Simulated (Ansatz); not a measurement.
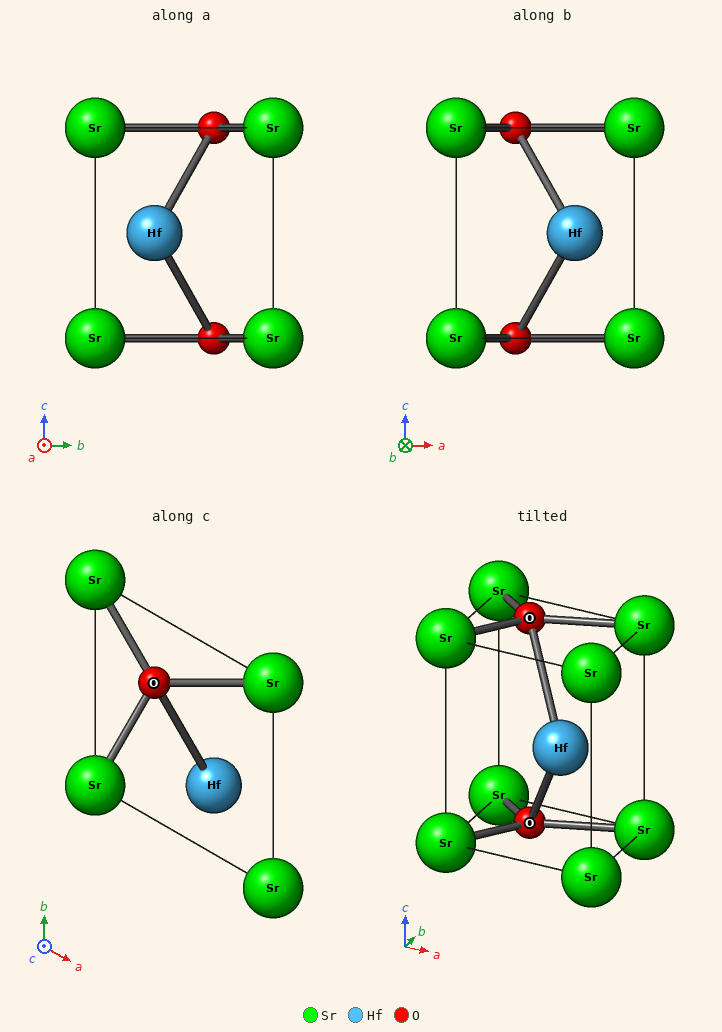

The structure above is drawn in ball-and-stick style and viewed along the a axis, along the b axis, along the c axis and slightly off an axis. Atoms at the boundary of the conventional unit cell (the box) are drawn once for each face, edge or corner they touch.

Lattice parameters: a = 4.193 Å, b = 4.193 Å, c = 4.294 Å, α = 90.00°, β = 90.00°, γ = 120.00°.

> From the views, write a table of Wyckoff sites.

Space group P-6m2 (No. 187).
| atom | site | x | y | z |
| --- | --- | --- | --- | --- |
| Sr | 1a | 0.0000 | 0.0000 | 0.0000 |
| Hf | 1f | 0.6667 | 0.3333 | 0.5000 |
| O | 1c | 0.3333 | 0.6667 | 0.0000 |

The initial geometry was a structure type filled with these elements by a generator (whether the compound takes this form wasn't checked). Earlier steps of the study may have refined or changed the cell and positions. It was set up as input for a calculation with Ansatz.
